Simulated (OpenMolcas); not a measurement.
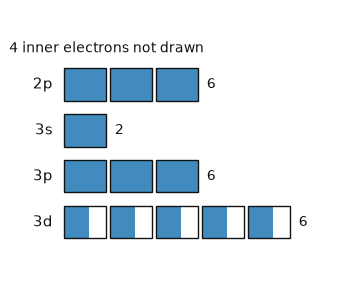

The outer shells of the leading configuration of the lowest level: a box for each of the 2l + 1 orbitals, shaded by the share of the shell that is filled, with the electron count at the right.

# Multiconfigurational calculation: Fe²⁺ (part 1 of 2)

Fe²⁺, among 6 point charges of −1.5 e at 2.05 Å, trigonal antiprism (D3d), axial distortion 0.97, whose field is part of the energies. Computed at this level: state-averaged CASSCF, active space 6 electrons in the shell 3d, basis ANO-RCC-VDZP, DKH2 scalar Hamiltonian, spin-orbit coupling by RASSI with atomic mean-field integrals (OpenMolcas).

Summary:

| quantity | value |
| --- | --- |
| outcome | converged |
| energy of the lowest spin-free term | −1275.17818 hartree |
| energy of the lowest spin-orbit level | −1275.17966 hartree |
| largest spread among components of a term | 0.0 cm⁻¹ |
| hardware | 1 thread of Arm Neoverse V2, 24 GiB of memory available, shared host |
| wall time | 21 s |

Remarks:

Without dynamic correlation the splittings between terms come out too large, often by 20 to 50 %. Limits: point charges lack covalency, field too small at true ligand charges; small active space favours high spin, ground spin may be wrong.

Input:
```
&GATEWAY
Coord
1

Fe 0.0 0.0 0.0
Basis=ANO-RCC-VDZP
Group=XYZ
NoMove
AngMom=0.0 0.0 0.0
AMFI
XField
3 Angstrom 0
0.000000 1.639215 1.231046 -1.500000
1.419602 -0.819607 1.231046 -1.500000
1.419602 0.819607 -1.231046 -1.500000
&SEWARD
&RASSCF
FileOrb=start.orb
Symmetry=1
Spin=5
nActEl=6 0 0
Inactive=3 6
Ras2=5 0
CIRoot=5 5 1
SDav=5
CIMx=300
Iter=120 100
PrWF=0.3
OrbListing=Nothing
MaxOrb=0
>>> COPY $Project.JobIph JOB001
&RASSCF
FileOrb=start.orb
Symmetry=1
Spin=3
nActEl=6 0 0
Inactive=3 6
Ras2=5 0
CIRoot=45 45 1
SDav=45
CIMx=300
Iter=120 100
PrWF=0.3
OrbListing=Nothing
MaxOrb=0
>>> COPY $Project.JobIph JOB002
&RASSCF
FileOrb=start.orb
Symmetry=1
Spin=1
nActEl=6 0 0
Inactive=3 6
Ras2=5 0
CIRoot=50 50 1
SDav=50
CIMx=300
Iter=120 100
PrWF=0.3
OrbListing=Nothing
MaxOrb=0
>>> COPY $Project.JobIph JOB003
&RASSI
NrOfJobIphs=3 5 45 50
1 2 3 4 5
1 2 3 4 5 6 7 8 9 10 11 12 13 14 15 16 17 18 19 20 21 22 23 24 25 26 27
28 29 30 31 32 33 34 35 36 37 38 39 40 41 42 43 44 45
1 2 3 4 5 6 7 8 9 10 11 12 13 14 15 16 17 18 19 20 21 22 23 24 25 26 27
28 29 30 31 32 33 34 35 36 37 38 39 40 41 42 43 44 45 46 47 48 49 50
IphNames
JOB001
JOB002
JOB003
EJob
SpinOrbit
DIPRint=1.0
SOCoupling=1000.0
Subsets=2
Property=9
'ANGMOM' 1 'ANGMOM' 2 'ANGMOM' 3 'MLTPL  1' 1 'MLTPL  1' 2 'MLTPL  1' 3
'AMFI' 1 'AMFI' 2 'AMFI' 3
SOProperty=3
'ANGMOM' 1 'ANGMOM' 2 'ANGMOM' 3
```

The file start.orb holds starting orbitals from an earlier step. A driver script formed the levels outside the program, from RASSI's spin-orbit matrix and the active-space energies, averaged over the components of each term or state.

Command:
```bash
OMP_NUM_THREADS=1 MOLCAS_MEM=1689 MOLCAS_PROJECT=a pymolcas a.inp > a.log  # once for each step of the input, in one work folder
```

Output (extracts):
```
--- SEWARD ---
Basis set label: FE.ANO-RCC...5S4P2D1F.

      Electronic valence basis set:
      ------------------
      Associated Effective Charge  26.000000 au
      Associated Actual Charge     26.000000 au
      Nuclear Model: Point charge

      Shell  nPrim  nBasis  Cartesian Spherical Contaminant
         s      21       5        X
         p      15       4        X
         d      10       2                 X
         f       6       1                 X
                  Relativistic Douglas-Kroll-Hess integrals:
                    - DKH order of Hamiltonian: 2
                    - DKH order of Properties : 0
                  Atomic mean-field integrals
--- RASSCF ---
Wave function specifications:
      -----------------------------

      Number of closed shell electrons          18
      Number of electrons in active shells       6
      Max number of holes in RAS1 space          0
      Max nr of electrons in RAS3 space          0
      Number of inactive orbitals                9
      Number of active orbitals                  5
      Number of secondary orbitals              20
      Spin quantum number                      2.0
      State symmetry                             1
Orbital specifications:
      -----------------------

      Symmetry species                           1   2
                                                ag  au
      Frozen orbitals                            0   0
      Inactive orbitals                          3   6
      Active orbitals                            5   0
      RAS1 orbitals                              0   0
      RAS2 orbitals                              5   0
      RAS3 orbitals                              0   0
      Secondary orbitals                         7  13
      Deleted orbitals                           0   0
      Number of basis functions                 15  19
      Number of CSFs                             5
      Number of root(s) required                 5
      Iter CI   SX   CI       RASSCF       Energy    max ROT     max BLB   max BLB  Level Ln srch  Step   QN
          iter iter root      energy       change     param      element    value   shift minimum  type update
 Nr of preliminary CI iterations:   1
      Total energies have been shifted. Add                -1000.00 au
        1   1    7    0  -275.12639859    0.00E+00  -7.70E-02    7  14 1  1.63E-01*  0.33   0.00    SX    NO
        2   1    7    0  -275.15761182   -3.12E-02* -3.19E-02    5  11 2  1.41E-01*  0.50   0.00    SX    NO
        3   1    7    0  -275.16601968   -8.41E-03*  1.71E-02    6  12 2 -5.28E-02*  0.41   0.00    SX    NO
        4   1    7    0  -275.16778657   -1.77E-03* -8.81E-03    5  11 2  3.17E-02*  0.46   0.00    SX    NO
        5   1    7    0  -275.16830044   -5.14E-04* -2.85E-03    6  12 2 -1.57E-02*  0.43   0.67    QN   YES
        6   1    5    0  -275.16848126   -1.81E-04*  7.42E-04    6   9 1  6.56E-04*  0.44   1.02    QN   YES
        7   1    5    0  -275.16848283   -1.57E-06*  6.82E-04    6   9 1  3.81E-04*  0.44   1.92    LS   YES
        8   1    5    0  -275.16848330   -4.67E-07* -1.77E-04    5  11 2  1.95E-04*  0.44   1.00    QN   YES
        9   1    5    0  -275.16848339   -9.69E-08*  1.10E-04    6   9 1  5.50E-05   0.44   1.39    QN   YES
       10   1    5    0  -275.16848341   -1.92E-08* -3.56E-05    6  12 2 -2.28E-05   0.44   1.21    QN   YES
       11   1    4    0  -275.16848341   -1.73E-09  -1.40E-05    6  13 1  5.83E-06   0.44   1.21    QN   YES
      Convergence after 11 iterations
       12   1    4    0  -275.16848341   -1.62E-10  -1.40E-05    6  10 1 -1.94E-06   0.44   1.21    QN   YES
      Natural orbitals and occupation numbers for root  1
      sym 1:   1.000000   2.000000   1.000000   1.000000   1.000000
      Natural orbitals and occupation numbers for root  2
      sym 1:   2.000000   1.000000   1.000000   1.000000   1.000000
      Natural orbitals and occupation numbers for root  3
      sym 1:   1.000000   1.000000   2.000000   1.000000   1.000000
::    RASSCF root number  1 Total energy:  -1275.17818425
::    RASSCF root number  2 Total energy:  -1275.17818423
::    RASSCF root number  3 Total energy:  -1275.17410017
::    RASSCF root number  4 Total energy:  -1275.15597422
::    RASSCF root number  5 Total energy:  -1275.15597420
--- RASSCF ---
Wave function specifications:
      -----------------------------

      Number of closed shell electrons          18
      Number of electrons in active shells       6
      Max number of holes in RAS1 space          0
      Max nr of electrons in RAS3 space          0
      Number of inactive orbitals                9
      Number of active orbitals                  5
      Number of secondary orbitals              20
      Spin quantum number                      1.0
      State symmetry                             1
Orbital specifications:
      -----------------------

      Symmetry species                           1   2
                                                ag  au
      Frozen orbitals                            0   0
      Inactive orbitals                          3   6
      Active orbitals                            5   0
      RAS1 orbitals                              0   0
      RAS2 orbitals                              5   0
      RAS3 orbitals                              0   0
      Secondary orbitals                         7  13
      Deleted orbitals                           0   0
      Number of basis functions                 15  19
      Number of CSFs                            45
      Number of root(s) required                45
      Iter CI   SX   CI       RASSCF       Energy    max ROT     max BLB   max BLB  Level Ln srch  Step   QN
          iter iter root      energy       change     param      element    value   shift minimum  type update
 Nr of preliminary CI iterations:   1
      Total energies have been shifted. Add                -1000.00 au
        1   1    6    0  -275.01374243    0.00E+00   9.57E-03    6  13 1 -1.90E-02*  0.44   0.00    SX    NO
        2   1    7    0  -275.01442926   -6.87E-04* -2.66E-03    4  11 2 -1.88E-02*  0.42   0.00    SX    NO
        3   1    6    0  -275.01454044   -1.11E-04* -2.13E-03    6  12 2  5.17E-03*  0.43   0.00    SX    NO
        4   1    6    0  -275.01456696   -2.65E-05* -9.46E-04    4  11 2 -4.11E-03*  0.42   0.00    SX    NO
        5   1    6    0  -275.01457415   -7.19E-06* -3.71E-04    6  12 2  1.86E-03*  0.43   0.65    QN   YES
        6   1    5    0  -275.01457706   -2.91E-06*  1.29E-04    6   9 1  7.48E-05   0.43   1.01    QN   YES
        7   1    4    0  -275.01457709   -3.10E-08*  1.93E-04    6   9 1  4.71E-05   0.43   2.50    LS   YES
        8   1    5    0  -275.01457711   -1.77E-08* -7.32E-05    6  13 1  3.98E-05   0.43   1.01    QN   YES
        9   1    5    0  -275.01457712   -6.41E-09  -6.25E-05    6  12 2  2.02E-05   0.43   1.63    QN   YES
      Convergence after  9 iterations
       10   1    5    0  -275.01457712   -1.65E-09  -6.25E-05    6   9 1 -5.12E-06   0.43   1.63    QN   YES
      Natural orbitals and occupation numbers for root  1
      sym 1:   1.662791   0.403755   1.826501   0.828160   1.278793
      Natural orbitals and occupation numbers for root  2
      sym 1:   1.659948   0.826832   1.275591   0.406263   1.831366
      Natural orbitals and occupation numbers for root  3
      sym 1:   1.467926   0.630862   1.802423   0.630866   1.467923
::    RASSCF root number  1 Total energy:  -1275.08358533
::    RASSCF root number  2 Total energy:  -1275.08358533
::    RASSCF root number  3 Total energy:  -1275.08309422
::    RASSCF root number  4 Total energy:  -1275.07730750
::    RASSCF root number  5 Total energy:  -1275.07651699
::    RASSCF root number  6 Total energy:  -1275.07651699
::    RASSCF root number  7 Total energy:  -1275.07148387
::    RASSCF root number  8 Total energy:  -1275.06992145
::    RASSCF root number  9 Total energy:  -1275.06992144
::    RASSCF root number 10 Total energy:  -1275.06419998
::    RASSCF root number 11 Total energy:  -1275.06419997
::    RASSCF root number 12 Total energy:  -1275.05959907
::    RASSCF root number 13 Total energy:  -1275.05786755
::    RASSCF root number 14 Total energy:  -1275.05786754
::    RASSCF root number 15 Total energy:  -1275.05533876
::    RASSCF root number 16 Total energy:  -1275.05533874
::    RASSCF root number 17 Total energy:  -1275.05440613
::    RASSCF root number 18 Total energy:  -1275.04807876
::    RASSCF root number 19 Total energy:  -1275.04773098
::    RASSCF root number 20 Total energy:  -1275.04773097
::    RASSCF root number 21 Total energy:  -1275.04654941
::    RASSCF root number 22 Total energy:  -1275.04611396
::    RASSCF root number 23 Total energy:  -1275.04611395
::    RASSCF root number 24 Total energy:  -1275.04519381
::    RASSCF root number 25 Total energy:  -1275.03938232
::    RASSCF root number 26 Total energy:  -1275.03938232
::    RASSCF root number 27 Total energy:  -1275.03181577
::    RASSCF root number 28 Total energy:  -1275.02869804
::    RASSCF root number 29 Total energy:  -1275.02825594
::    RASSCF root number 30 Total energy:  -1275.02825593
--- RASSCF ---
Wave function specifications:
      -----------------------------

      Number of closed shell electrons          18
      Number of electrons in active shells       6
      Max number of holes in RAS1 space          0
      Max nr of electrons in RAS3 space          0
      Number of inactive orbitals                9
      Number of active orbitals                  5
      Number of secondary orbitals              20
      Spin quantum number                      0.0
      State symmetry                             1
Orbital specifications:
      -----------------------

      Symmetry species                           1   2
                                                ag  au
      Frozen orbitals                            0   0
      Inactive orbitals                          3   6
      Active orbitals                            5   0
      RAS1 orbitals                              0   0
      RAS2 orbitals                              5   0
      RAS3 orbitals                              0   0
      Secondary orbitals                         7  13
      Deleted orbitals                           0   0
      Number of basis functions                 15  19
      Number of CSFs                            50
      Number of root(s) required                50
      Iter CI   SX   CI       RASSCF       Energy    max ROT     max BLB   max BLB  Level Ln srch  Step   QN
          iter iter root      energy       change     param      element    value   shift minimum  type update
 Nr of preliminary CI iterations:   1
      Total energies have been shifted. Add                -1000.00 au
        1   1    6    0  -274.93803942    0.00E+00  -4.59E-03    5  12 1 -9.60E-03*  0.43   0.00    SX    NO
        2   1    6    0  -274.93820748   -1.68E-04*  1.24E-03    4  11 2 -9.47E-03*  0.42   0.00    SX    NO
        3   1    6    0  -274.93823584   -2.84E-05* -1.02E-03    6  12 2  2.75E-03*  0.42   0.00    SX    NO
        4   1    6    0  -274.93824291   -7.07E-06*  4.69E-04    4  11 2 -2.15E-03*  0.42   0.00    SX    NO
        5   1    5    0  -274.93824494   -2.03E-06* -1.80E-04    6  12 2  1.01E-03*  0.42   0.65    QN   YES
        6   1    5    0  -274.93824580   -8.60E-07* -1.04E-04    6   9 1  4.36E-05   0.42   1.02    QN   YES
        7   1    4    0  -274.93824582   -2.21E-08* -1.56E-04    6  10 1  3.33E-05   0.42   2.50    LS   YES
        8   1    5    0  -274.93824584   -1.82E-08* -1.38E-04    5  12 1  3.11E-05   0.42   1.52    QN   YES
        9   1    5    0  -274.93824585   -8.12E-09  -3.65E-05    6   9 2 -1.24E-05   0.42   1.24    QN   YES
      Convergence after  9 iterations
       10   1    5    0  -274.93824585   -9.14E-10  -3.65E-05    6  12 2  5.76E-06   0.42   1.24    QN   YES
      Natural orbitals and occupation numbers for root  1
      sym 1:   1.894171   0.151086   1.901829   0.151086   1.901829
      Natural orbitals and occupation numbers for root  2
      sym 1:   1.226035   0.354414   1.929521   0.788384   1.701647
      Natural orbitals and occupation numbers for root  3
      sym 1:   1.932640   0.788309   1.227687   0.354421   1.696943
::    RASSCF root number  1 Total energy:  -1275.04652212
::    RASSCF root number  2 Total energy:  -1275.03693594
::    RASSCF root number  3 Total energy:  -1275.03693593
::    RASSCF root number  4 Total energy:  -1275.03534745
::    RASSCF root number  5 Total energy:  -1275.02669924
::    RASSCF root number  6 Total energy:  -1275.02669924
::    RASSCF root number  7 Total energy:  -1275.02573128
::    RASSCF root number  8 Total energy:  -1275.01839515
::    RASSCF root number  9 Total energy:  -1275.01839515
::    RASSCF root number 10 Total energy:  -1275.01498230
::    RASSCF root number 11 Total energy:  -1275.01226891
::    RASSCF root number 12 Total energy:  -1275.01188538
::    RASSCF root number 13 Total energy:  -1275.01174481
::    RASSCF root number 14 Total energy:  -1275.01174480
::    RASSCF root number 15 Total energy:  -1275.00987907
::    RASSCF root number 16 Total energy:  -1275.00979767
::    RASSCF root number 17 Total energy:  -1275.00979767
::    RASSCF root number 18 Total energy:  -1275.00229636
::    RASSCF root number 19 Total energy:  -1275.00229636
::    RASSCF root number 20 Total energy:  -1274.99641497
::    RASSCF root number 21 Total energy:  -1274.99609551
::    RASSCF root number 22 Total energy:  -1274.99609551
::    RASSCF root number 23 Total energy:  -1274.98057643
::    RASSCF root number 24 Total energy:  -1274.97690753
::    RASSCF root number 25 Total energy:  -1274.97640831
::    RASSCF root number 26 Total energy:  -1274.97640829
::    RASSCF root number 27 Total energy:  -1274.96068968
::    RASSCF root number 28 Total energy:  -1274.96068967
::    RASSCF root number 29 Total energy:  -1274.94366539
::    RASSCF root number 30 Total energy:  -1274.94049479
```

(Continued in part 2.)
